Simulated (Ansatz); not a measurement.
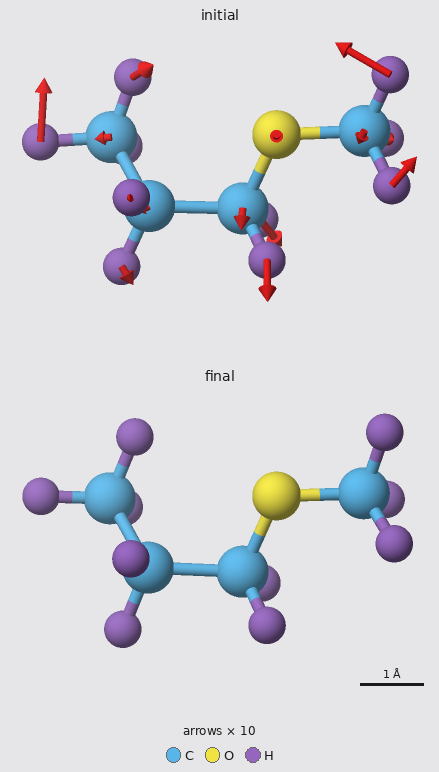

The structure of C4H10O (coarse preliminary run) before (top) and after (bottom) a relaxation, at one scale. The red arrows give the displacements, 10 times their true length.

The picture is a ball-and-stick view, seen at a tilt.

The start comes from a force field.

The calculation used Ansatz, RKS PBE-D4/def2-SVP.

The input:
```yaml
crystal:
  periodic: [false, false, false]
  atoms:
    - {symbol: C, position_ang: [-1.589200, -0.720200, -1.026400]}
    - {symbol: C, position_ang: [-0.369200, -1.292400, -0.324600]}
    - {symbol: C, position_ang: [0.655900, -0.235600, -0.010800]}
    - {symbol: O, position_ang: [0.122200, 0.699200, 0.881000]}
    - {symbol: C, position_ang: [1.013900, 1.750900, 1.196100]}
    - {symbol: H, position_ang: [-1.331800, -0.280800, -2.007900]}
    - {symbol: H, position_ang: [-2.287700, -1.588400, -1.279200]}
    - {symbol: H, position_ang: [-2.085800, 0.025200, -0.473800]}
    - {symbol: H, position_ang: [0.066200, -2.095900, -0.947400]}
    - {symbol: H, position_ang: [-0.676200, -1.796400, 0.624500]}
    - {symbol: H, position_ang: [1.528800, -0.688800, 0.440100]}
    - {symbol: H, position_ang: [0.980700, 0.212500, -0.915700]}
    - {symbol: H, position_ang: [0.605700, 2.455600, 1.899300]}
    - {symbol: H, position_ang: [1.954900, 1.299600, 1.655400]}
    - {symbol: H, position_ang: [1.337900, 2.305500, 0.251200]}
basis:
  gaussian: {orbitals: def2-SVP}
hamiltonian: {xc: pbe, dispersion: d4}
relax: {f_tol: 0.03, max_steps: 200}
```

Command:
```bash
ansatz run in.yaml --threads 4 --pin off --events-out ev --progress --plain --max-ram 10444MiB
```

Question: What changed between the two?

Answer: The largest moves after the best rigid fit, 0.10 Å, are those of H7 and H13. Largest moves by element: H 0.10 Å, C 0.04 Å, O 0.02 Å. Some distances before and after: C3–H12 1.061 → 1.123 Å, C1–H8 1.052 → 1.108 Å, C3–H11 1.082 → 1.121 Å, C1–H7 1.143 → 1.108 Å. Among the angles between lasting bonds that change: O4–C5–H13 113.2° → 107.9°, O4–C5–H14 108.4° → 112.3°, C2–C1–H7 107.9° → 111.7°. Over 3 geometry steps the energy falls by 0.277 eV. The largest force component goes from 2.5 to 0.021 eV/Å.
